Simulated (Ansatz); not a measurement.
**BSiNH (quartet): correlated methods under varied settings**

What do other methods and options give for BSiNH (quartet) at this geometry, and how long do they take?

Program: Ansatz 0.2.0, Gaussian basis. Level of theory: the settings change from run to run. These are calculated values, not measurements.

17 further runs of the same task are left out: 5 that didn't finish, 12 set aside as unsound or not needed.

**1. The system**

The geometry is a PBE0/def2-TZVP stationary point (not a proven minimum) of the parent state, kept for this charge and spin.

4 atoms, charge 0, spin multiplicity 4.

Atoms are counted from 1 here; the program's logs count them from 0.

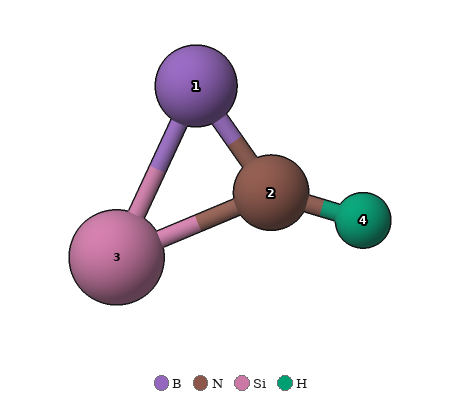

The geometry (boron purple, nitrogen brown, silicon pink, hydrogen teal); atoms are numbered from 1 in the order of the file.

Coordinates:

```
atom   x (Å)    y (Å)    z (Å)
  B1  0.0000  -0.8977   0.9101
  N2  0.0000   0.4764   0.8759
 Si3  0.0000   0.0618  -0.8404
  H4  0.0000   1.2858   1.4821
```

**2. MP2 on ROHF/def2-SVP**

File in.yaml:

```yaml
crystal:
  periodic: [false, false, false]
  atoms:
    - {symbol: B, position_ang: [0.000000, -0.897712, 0.910090]}
    - {symbol: N, position_ang: [0.000000, 0.476424, 0.875935]}
    - {symbol: Si, position_ang: [0.000000, 0.061811, -0.840355]}
    - {symbol: H, position_ang: [0.000000, 1.285841, 1.482090]}
basis:
  gaussian: {orbitals: def2-SVP}
magnetization: {spin_polarized: false, initial_magnetization: 3}
hamiltonian: {pseudopotentials: {relativity: none}}
correlation: {method: mp2, electrons: all}
accuracy: high
```

Run with:

```
$ ansatz run in.yaml --threads 1 --pin off --events-out ev --progress --plain --max-ram 2393MiB
```

What it wrote:

```text
Functional definition: HF
  name "HF"
  cite "Fock, Z. Phys. 61, 126 (1930) doi:10.1007/BF01340294"
  parent pbe
  exchange = exact_x
  correlation = 0
1089 factors; integrals over basis functions are off by at most 3.5e-9 eV
mean field evaluation 1: about -10020.2803 eV, gradient 2.6e1 eV
mean field evaluation 2: about -10020.3714 eV, gradient 2.6e1 eV
mean field evaluation 4: about -10022.8055 eV, gradient 4.4e0 eV
mean field evaluation 8: about -10023.0702 eV, gradient 4.8e-1 eV
mean field evaluation 16: about -10023.0822 eV, gradient 9.7e-4 eV
mean field evaluation 32: about -10023.0788 eV, gradient 4.4e-1 eV
mean field evaluation 64: about -10015.0822 eV, gradient 2.1e1 eV
mean field evaluation 96: about -10023.0750 eV, gradient 6.1e-1 eV
mean field -10023.08217983 eV, -368.3414762196 hartree, gradient 4.8e-8 eV, S^2 3.750000; 6 other end points of the search recorded, 0 dependent functions left out
mean field evaluation 128: about -10014.5623 eV, gradient 1.8e1 eV
mean field evaluation 160: about -10023.2605 eV, gradient 7.0e-1 eV
reference -10023.08217983 eV, -368.3414762196 hartree; 15, 12 occupied and 36, 39 virtual orbitals, 1089 factors
second order -8.20626689 eV of doubles, -0.09887163 eV of singles
Total energy: -10031.38731834 eV, -368.6466844306 hartree
```

Run time: 8.5 s. Hardware: 1 thread of AMD EPYC, shared host.

**3. CCSD(T) on ROHF/def2-mTZVP**

in.yaml: that of step 2 with these lines changed.

```diff
@@ -8,6 +8,8 @@
 basis:
-  gaussian: {orbitals: def2-SVP}
+  gaussian: {orbitals: def2-mTZVP, point_charges: [{charge: 0.50, position_ang: [4.006, -0.628, 0.362]}]}
 magnetization: {spin_polarized: false, initial_magnetization: 3}
 hamiltonian: {pseudopotentials: {relativity: none}}
-correlation: {method: mp2, electrons: all}
+correlation: {method: ccsd_t, electrons: outside_noble_gas}
 accuracy: high
+scf: {lower_state_search: off}
+output: {forces: true}
```

The command is unchanged.

What it wrote, shortened:

```text
Functional definition: HF
  name "HF"
  cite "Fock, Z. Phys. 61, 126 (1930) doi:10.1007/BF01340294"
  parent pbe
[...]
1196 factors; integrals over basis functions are off by at most 3.9e-9 eV
[...]
mean field -10028.06013453 eV, -368.5244126807 hartree, gradient 1.9e-8 eV, S^2 3.750000; 0 other end points of the search recorded, 0 dependent functions left out
7 core orbitals not correlated: weight in the atoms' cores, before any rotation towards them, 1.000 or more for the frozen orbitals, at most 0.000 for the correlated occupied ones
reference -10028.06013453 eV, -368.5244126807 hartree; 8, 5 occupied and 48, 51 virtual orbitals, 1196 factors
second order -7.99280892 eV of doubles, -0.09699258 eV of singles
cycle   1  -8.22247428 eV  change   -1.3e-1 eV  update   9.7e-2
[...]
cycle  31  -8.65680058 eV  change  -8.3e-11 eV  update   1.3e-9
perturbative correction -0.43208023 eV, -0.0158786555 hartree
[...]
Total energy: -10037.14901534 eV, -368.8584228896 hartree
Atom 0 at     0.000000    -0.897712     0.910090 Å, force    -0.016538     0.004978     0.520052 eV/Å
Atom 1 at     0.000000     0.476424     0.875935 Å, force     0.109304     0.247175     0.755988 eV/Å
Atom 2 at     0.000000     0.061811    -0.840355 Å, force     0.076708    -0.236169    -1.692715 eV/Å
Atom 3 at     0.000000     1.285841     1.482090 Å, force    -0.100420    -0.012466     0.456017 eV/Å
Dipole moment:    -0.152456     0.365646     0.187277 e Å
Checks for a lower state left out: starts, cluster_reference, orbital_swaps, neighbouring_geometries, increment
```

It took 56 s on 1 thread of AMD EPYC, shared host; peak memory 0.49 GiB.

From the report: correlation -9.0889 eV; T1 0.034; largest double amplitude 0.07.

**4. HF/def2-SVP**

File in.yaml:

```yaml
crystal:
  periodic: [false, false, false]
  atoms:
    - {symbol: B, position_ang: [0.000000, -0.897712, 0.910090]}
    - {symbol: N, position_ang: [0.000000, 0.476424, 0.875935]}
    - {symbol: Si, position_ang: [0.000000, 0.061811, -0.840355]}
    - {symbol: H, position_ang: [0.000000, 1.285841, 1.482090]}
basis:
  gaussian: {orbitals: def2-SVP}
magnetization: {spin_polarized: false, initial_magnetization: 3}
hamiltonian: {xc: hf}
output: {orbitals: {seedname: orbitals}}
```

Launched as before.

What it wrote:

```text
Functional definition: HF
  name "HF"
  cite "Fock, Z. Phys. 61, 126 (1930) doi:10.1007/BF01340294"
  parent pbe
  exchange = exact_x
  correlation = 0
506 factors; integrals over basis functions are off by at most 9.1e-4 eV
mean field evaluation 1: about -10020.3327 eV, gradient 2.6e1 eV
mean field evaluation 2: about -10020.3745 eV, gradient 2.6e1 eV
mean field evaluation 4: about -10022.8082 eV, gradient 4.4e0 eV
mean field evaluation 8: about -10023.0701 eV, gradient 4.8e-1 eV
mean field evaluation 16: about -10023.0821 eV, gradient 6.1e-4 eV
mean field evaluation 32: about -10020.7038 eV, gradient 1.0e1 eV
mean field evaluation 64: about -10018.1461 eV, gradient 1.2e1 eV
mean field evaluation 96: about -10021.1179 eV, gradient 1.2e1 eV
mean field evaluation 128: about -10022.8673 eV, gradient 4.4e0 eV
mean field -10023.08213153 eV, -368.3414744445 hartree, gradient 1.3e-5 eV, S^2 3.750000; 1 other end points of the search recorded, 0 dependent functions left out
reference -10023.08213153 eV, -368.3414744445 hartree; 15, 12 occupied and 36, 39 virtual orbitals, 506 factors
Total energy: -10023.08213153 eV, -368.3414744445 hartree
```

Wall time 2.3 s (1 thread of AMD EPYC, shared host).

**5. MRCISD+Q(3,6)/6-31G**

in.yaml: that of step 4 with these lines changed.

```diff
@@ -8,5 +8,4 @@
 basis:
-  gaussian: {orbitals: def2-SVP}
+  gaussian: {orbitals: 6-31G, fitting: {mean_field: def2-universal-jkfit}}
 magnetization: {spin_polarized: false, initial_magnetization: 3}
-hamiltonian: {xc: hf}
-output: {orbitals: {seedname: orbitals}}
+correlation: {method: fic_mrcisd_q, electrons: valence, active_space: {window: {electrons: 3, orbitals: 6}}}
```

Same command.

What it wrote, shortened:

```text
Functional definition: HF
  name "HF"
  cite "Fock, Z. Phys. 61, 126 (1930) doi:10.1007/BF01340294"
  parent pbe
[...]
298 factors; integrals over basis functions are off by at most 2.3e-2 eV
[...]
mean field -10025.29250385 eV, -368.4227041291 hartree, gradient 1.7e-6 eV, S^2 3.750000; 5 other end points of the search recorded, 0 dependent functions left out
reference -10025.29250385 eV, -368.4227041291 hartree; 15, 12 occupied and 18, 21 virtual orbitals, 298 factors
state -10025.36751325 eV, -368.4254606738 hartree
contracted CI cycle   1: correlation 0.00000000 eV, 0.0000000000 hartree, residual 1.83e1 eV
contracted CI cycle   2: correlation -4.73675835 eV, -0.1740726588 hartree, residual 3.46e0 eV
contracted CI cycle   3: correlation -5.01699638 eV, -0.1843712162 hartree, residual 1.18e0 eV
contracted CI cycle   4: correlation -5.04737292 eV, -0.1854875338 hartree, residual 4.08e-1 eV
contracted CI cycle   5: correlation -5.05110466 eV, -0.1856246724 hartree, residual 1.32e-1 eV
contracted CI cycle   6: correlation -5.05149535 eV, -0.1856390301 hartree, residual 4.11e-2 eV
contracted CI cycle   7: correlation -5.05153413 eV, -0.1856404552 hartree, residual 1.34e-2 eV
contracted CI cycle   8: correlation -5.05153831 eV, -0.1856406090 hartree, residual 4.65e-3 eV
contracted CI cycle   9: correlation -5.05153884 eV, -0.1856406282 hartree, residual 1.47e-3 eV
state -10025.36751325 eV, -368.4254606738 hartree; corrected -10030.97728173 eV, -368.6316158629 hartree
Total energy: -10030.97728173 eV, -368.6316158629 hartree
```

It took 5.5 s on 1 thread of AMD EPYC, shared host.

From the report: 12 determinants; active occupations 1.00, 1.00, 1.00, 0.00, 0.00, 0.00.

**6. CCSD(T)/cc-pVDZ**

File in.yaml:

```yaml
crystal:
  periodic: [false, false, false]
  atoms:
    - {symbol: B, position_ang: [0.000000, -0.897712, 0.910090]}
    - {symbol: N, position_ang: [0.000000, 0.476424, 0.875935]}
    - {symbol: Si, position_ang: [0.000000, 0.061811, -0.840355]}
    - {symbol: H, position_ang: [0.000000, 1.285841, 1.482090]}
basis:
  gaussian: {orbitals: cc-pVDZ}
magnetization: {spin_polarized: false, initial_magnetization: 3}
hamiltonian: {xc: {name: PBE0}}
correlation: {method: ccsd_t, electrons: outside_noble_gas, diis_vectors: 12}
scf: {lower_state_search: off}
output: {forces: true}
```

The command is unchanged.

What it wrote, shortened:

```text
Functional definition: PBE0
  name "PBE0"
  cite "Adamo & Barone, J. Chem. Phys. 110, 6158 (1999) doi:10.1063/1.478522"
  cite "Perdew, Burke & Ernzerhof, Phys. Rev. Lett. 77, 3865 (1996) doi:10.1103/PhysRevLett.77.3865"
  parent pbe
[...]
498 factors; integrals over basis functions are off by at most 9.7e-4 eV
[...]
mean field -10049.28922126 eV, -369.3045672285 hartree, gradient 4.2e-6 eV, S^2 3.750000; 0 other end points of the search recorded, 0 dependent functions left out
7 core orbitals not correlated: weight in the atoms' cores, before any rotation towards them, 1.000 or more for the frozen orbitals, at most 0.000 for the correlated occupied ones
reference -10026.99115486 eV, -368.4851284026 hartree; 8, 5 occupied and 36, 39 virtual orbitals, 498 factors
second order -8.39583593 eV of doubles, -0.31863738 eV of singles
cycle   1  -8.55572830 eV  change    1.5e-1 eV  update   9.8e-2
[...]
cycle  18  -8.92898368 eV  change    2.0e-7 eV  update   4.6e-7
perturbative correction -0.42864847 eV, -0.0157525406 hartree
[...]
Total energy: -10036.34878701 eV, -368.8290150411 hartree
Atom 0 at     0.000000    -0.897712     0.910090 Å, force     0.000000    -0.528578     0.891566 eV/Å
Atom 1 at     0.000000     0.476424     0.875935 Å, force    -0.000000     0.770218     1.422253 eV/Å
Atom 2 at     0.000000     0.061811    -0.840355 Å, force    -0.000000    -0.263673    -2.896838 eV/Å
Atom 3 at     0.000000     1.285841     1.482090 Å, force    -0.000000     0.022032     0.583019 eV/Å
Dipole moment:    -0.000000     0.348345     0.244988 e Å
Checks for a lower state left out: starts, cluster_reference, orbital_swaps, neighbouring_geometries, increment
```

Run time: 16 s. Hardware: 1 thread of AMD EPYC, shared host.

From the report: correlation -9.3576 eV; T1 0.017; largest double amplitude 0.07. The orbitals are Kohn-Sham ones, so correlation energy and T1 don't compare with those on Hartree-Fock orbitals.

**7. HF/cc-pVDZ**

in.yaml: that of step 6 with these lines changed.

```diff
@@ -10,5 +10,4 @@
 magnetization: {spin_polarized: false, initial_magnetization: 3}
-hamiltonian: {xc: {name: PBE0}}
-correlation: {method: ccsd_t, electrons: outside_noble_gas, diis_vectors: 12}
-scf: {lower_state_search: off}
-output: {forces: true}
+hamiltonian: {xc: hf}
+accuracy: high
+output: {orbitals: {seedname: orbitals}}
```

The command is unchanged.

What it wrote:

```text
Functional definition: HF
  name "HF"
  cite "Fock, Z. Phys. 61, 126 (1930) doi:10.1007/BF01340294"
  parent pbe
  exchange = exact_x
  correlation = 0
1134 factors; integrals over basis functions are off by at most 3.5e-9 eV
mean field evaluation 1: about -10024.6573 eV, gradient 2.6e1 eV
mean field evaluation 2: about -10024.7362 eV, gradient 2.6e1 eV
mean field evaluation 4: about -10027.0791 eV, gradient 4.6e0 eV
mean field evaluation 8: about -10027.3570 eV, gradient 5.1e-1 eV
mean field evaluation 16: about -10027.3698 eV, gradient 6.8e-4 eV
mean field evaluation 32: about -10027.2708 eV, gradient 7.0e-1 eV
mean field evaluation 64: about -10027.3592 eV, gradient 4.1e-1 eV
mean field evaluation 96: about -10025.9740 eV, gradient 3.5e0 eV
mean field evaluation 128: about -10011.3664 eV, gradient 8.5e0 eV
mean field -10027.36984206 eV, -368.4990449003 hartree, gradient 3.0e-8 eV, S^2 3.750000; 1 other end points of the search recorded, 0 dependent functions left out
reference -10027.36984206 eV, -368.4990449003 hartree; 15, 12 occupied and 36, 39 virtual orbitals, 1134 factors
Total energy: -10027.36984206 eV, -368.4990449003 hartree
```

It took 3.6 s on 1 thread of AMD EPYC, shared host.

**8. CASCI(5,5)/6-31G**

in.yaml: that of step 7 with these lines changed.

```diff
@@ -8,6 +8,5 @@
 basis:
-  gaussian: {orbitals: cc-pVDZ}
+  gaussian: {orbitals: 6-31G}
 magnetization: {spin_polarized: false, initial_magnetization: 3}
-hamiltonian: {xc: hf}
-accuracy: high
-output: {orbitals: {seedname: orbitals}}
+hamiltonian: {pseudopotentials: {relativity: none}}
+correlation: {active_space: {window: {electrons: 5, orbitals: 5}, fixed_orbitals: true}}
```

Launched as before.

What it wrote:

```text
Functional definition: HF
  name "HF"
  cite "Fock, Z. Phys. 61, 126 (1930) doi:10.1007/BF01340294"
  parent pbe
  exchange = exact_x
  correlation = 0
430 factors; integrals over basis functions are off by at most 1.9e-4 eV
mean field evaluation 1: about -10022.8768 eV, gradient 2.3e1 eV
mean field evaluation 2: about -10022.9891 eV, gradient 2.4e1 eV
mean field evaluation 4: about -10025.0758 eV, gradient 4.3e0 eV
mean field evaluation 8: about -10025.2927 eV, gradient 1.1e-1 eV
mean field evaluation 16: about -10021.0799 eV, gradient 1.6e1 eV
mean field evaluation 32: about -10025.2932 eV, gradient 8.1e-6 eV
mean field evaluation 64: about -10025.2734 eV, gradient 4.6e-1 eV
mean field -10025.29323632 eV, -368.4227310470 hartree, gradient 2.8e-6 eV, S^2 3.750000; 5 other end points of the search recorded, 0 dependent functions left out
reference -10025.29323632 eV, -368.4227310470 hartree; 15, 12 occupied and 18, 21 virtual orbitals, 430 factors
state -10025.44030844 eV, -368.4281358477 hartree
Total energy: -10025.44030844 eV, -368.4281358477 hartree
```

Wall time 1.6 s (1 thread of AMD EPYC, shared host).

From the report: 17 determinants; active occupations 1.98, 1.01, 1.00, 0.99, 0.02.

**9. NEVPT2(7,5)/STO-3G**

in.yaml: that of step 8 with these lines changed.

```diff
@@ -8,5 +8,4 @@
 basis:
-  gaussian: {orbitals: 6-31G}
+  gaussian: {orbitals: STO-3G}
 magnetization: {spin_polarized: false, initial_magnetization: 3}
-hamiltonian: {pseudopotentials: {relativity: none}}
-correlation: {active_space: {window: {electrons: 5, orbitals: 5}, fixed_orbitals: true}}
+correlation: {method: sc_nevpt2, electrons: all, active_space: {window: {electrons: 7, orbitals: 5}}}
```

The command is unchanged.

What it wrote, shortened:

```text
Functional definition: HF
  name "HF"
  cite "Fock, Z. Phys. 61, 126 (1930) doi:10.1007/BF01340294"
  parent pbe
[...]
243 factors; integrals over basis functions are off by at most 7.9e-5 eV
[...]
mean field -9907.37848182 eV, -364.0894437446 hartree, gradient 8.3e-7 eV, S^2 3.750000; 6 other end points of the search recorded, 0 dependent functions left out
reference -9907.37848182 eV, -364.0894437446 hartree; 15, 12 occupied and 5, 8 virtual orbitals, 243 factors
state -9907.39835761 eV, -364.0901741662 hartree
state -9907.39835761 eV, -364.0901741662 hartree; corrected -9910.56088557 eV, -364.2063949253 hartree
Total energy: -9910.56088557 eV, -364.2063949253 hartree
```

It took 1.5 s on 1 thread of AMD EPYC, shared host.

From the report: 6 determinants; active occupations 2.00, 2.00, 1.00, 1.00, 1.00.

**10. BCCD/cc-pVDZ**

File in.yaml:

```yaml
crystal:
  periodic: [false, false, false]
  atoms:
    - {symbol: B, position_ang: [0.000000, -0.897712, 0.910090]}
    - {symbol: N, position_ang: [0.000000, 0.476424, 0.875935]}
    - {symbol: Si, position_ang: [0.000000, 0.061811, -0.840355]}
    - {symbol: H, position_ang: [0.000000, 1.285841, 1.482090]}
basis:
  gaussian: {orbitals: cc-pVDZ}
magnetization: {spin_polarized: true, initial_magnetization: 3}
hamiltonian: {xc: {name: B3LYP}}
correlation: {method: bccd, electrons: outside_noble_gas}
```

Launched as before.

What it wrote, shortened:

```text
Functional definition: B3LYP
  name "B3LYP"
  cite "Stephens, Devlin, Chabalowski & Frisch, J. Phys. Chem. 98, 11623 (1994) doi:10.1021/j100096a001"
  cite "Becke, Phys. Rev. A 38, 3098 (1988) doi:10.1103/PhysRevA.38.3098"
  cite "Lee, Yang & Parr, Phys. Rev. B 37, 785 (1988) doi:10.1103/PhysRevB.37.785"
  cite "Vosko, Wilk & Nusair, Can. J. Phys. 58, 1200 (1980) doi:10.1139/p80-159"
[...]
498 factors; integrals over basis functions are off by at most 9.7e-4 eV
[...]
mean field -10055.70658994 eV, -369.5404011774 hartree, gradient 4.1e-6 eV, S^2 3.755631; 0 other end points of the search recorded, 0 dependent functions left out
7 core orbitals not correlated: weight in the atoms' cores, before any rotation towards them, 1.000 or more for the frozen orbitals, at most 0.000 for the correlated occupied ones
reference -10026.99916483 eV, -368.4854227633 hartree; 8, 5 occupied and 36, 39 virtual orbitals, 498 factors
second order -8.40627289 eV of doubles, -0.30887688 eV of singles
cycle   1  -8.54104609 eV  change    1.7e-1 eV  update   9.9e-2
[...]
cycle  14  -8.90785049 eV  change   -7.0e-6 eV  update   1.5e-5
Total energy: -10035.90701532 eV, -368.8127802310 hartree
```

It took 7 s on 1 thread of AMD EPYC, shared host.

From the report: ⟨S²⟩ of the determinant 3.756 (pure quartet: 3.75); correlation -8.9079 eV; largest double amplitude 0.07.

**11. All runs side by side**

Where basis and cores are those of an earlier UCCSDT(Q)/cc-pVDZ run (-10036.4753 eV), and the state is the same kind, the miss against it is given.

```csv
level,correlated,functions,energy (eV),from UCCSDT(Q) (meV),time
MP2 on ROHF/def2-SVP,all,51,-10031.3873,,8.5 s
CCSD(T) on ROHF/def2-mTZVP (beside a point charge),outside noble gas,63,-10037.1490,,56 s
HF/def2-SVP,,51,-10023.0821,,2.3 s
"MRCISD+Q(3,6)/6-31G",valence,33,-10030.9773,,5.5 s
CCSD(T)/cc-pVDZ (on PBE0 orbitals),outside noble gas,51,-10036.3488,126.5,16 s
HF/cc-pVDZ,,51,-10027.3698,9105.4,3.6 s
"CASCI(5,5)/6-31G",,33,-10025.4403,,1.6 s
"NEVPT2(7,5)/STO-3G",all,20,-9910.5609,,1.5 s
BCCD/cc-pVDZ (on B3LYP orbitals),outside noble gas,51,-10035.9070,568.2,7 s
```

**12. Outcome**

```
quantity                                                     value
    runs                                                         9
quickest                                 NEVPT2(7,5)/STO-3G, 1.5 s
 slowest  CCSD(T) on ROHF/def2-mTZVP (beside a point charge), 56 s
```

In words: Total energies in different bases, with other cores or another treatment of relativity can't be set against each other. CCSD(T) on ROHF/def2-mTZVP (beside a point charge) took 37 times as long as NEVPT2(7,5)/STO-3G; the jobs differ in more than the method. Among the correlated runs with a miss given, it spans +126 to +568 meV. Hartree-Fock, CASSCF and CASCI lack dynamic correlation by design. Cores frozen from Kohn-Sham orbitals shift the total energy.
